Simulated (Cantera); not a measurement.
Input: 1 mol SiC, 0.0081 mol C, 6.4 mol H2, at 54.0 mbar.

Equilibrium computed with Cantera from the NASA thermochemical tables; the gas is ideal and each condensed phase is pure. Candidate condensed phases: C, C6H6, C7H8, C8H18, Si, SiC; 87 gas species. Gases not in the tables: Si2H6 and higher silanes. Kinetics and transport are ignored.

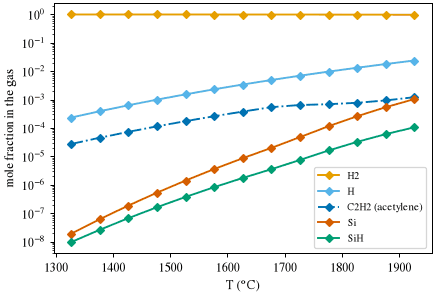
Figure. Equilibrium gas composition (values under 1e-9 drawn at 1e-9)

From 1327 °C to 1677 °C the condensed part is C(graphite) + SiC(s). From 1727 °C to 1927 °C the condensed part is SiC(s). The main Si-bearing gas is SiH2 at 1327 °C and Si at 1927 °C.
